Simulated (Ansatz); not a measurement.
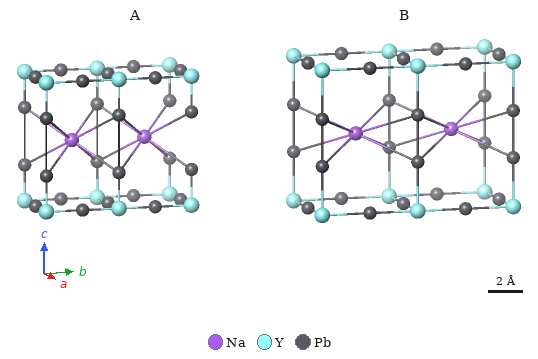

Two geometries of crystalline NaYPb₄ (built on the RbAlF4 type) (coarse preliminary run), drawn at one scale. One is the start of a relaxation, the other its converged end. The picture is a ball-and-stick view of the cell of the calculation, repeated 1 × 2 × 1 with one cell outlined, seen slightly off an axis.

These are results of DFT PBE, scalar-relativistic, plane waves, PAW (Ansatz 0.2.0), not measurements. (plane-wave cutoff 420 eV; k-point mesh 4 × 4 × 2; occupations gaussian; smearing width 0.1 eV; no spin polarisation; cell and atoms relaxed; force threshold 0.04 eV/Å; at most 70 steps)

Question: Which one is relaxed?

Answer: Structure B is the relaxed one. Case: RbAlF4 type (P4/mmm, No. 123). The largest moves relative to the cell, 0.53 Å, are those of Pb atoms. Y and Na stay in place. The drawn cell changes as follows: a = b 4.504 → 5.929 Å (+31.6 %), c 7.763 → 8.718 Å (+12.3 %); the volume changes by +94.6 %. Some distances before and after: Na–Pb 3.625 → 4.425 Å, Pb–Y 2.150 → 2.942 Å, Pb–Y 2.252 → 2.964 Å, Pb–Pb 3.462 → 2.834 Å. New bonds form, among them: Pb–Pb (3.46 → 2.83 Å). The space group stays P4/mmm (No. 123). The energy falls by 21.332 eV per cell of the calculation in 10 accepted moves (12 points after the start). The largest force component goes from 18 to 0.00093 eV/Å. Pressure: 66.59 GPa at the start and −0.02 GPa at the end. The SCF was repeated twice at an unchanged geometry on a basis and grid sized afresh for the cell, which shifted the energy by 0.513 eV per cell of the calculation at most.

Limits of the set-up: the k-point mesh is coarse for a cell with partly filled bands.
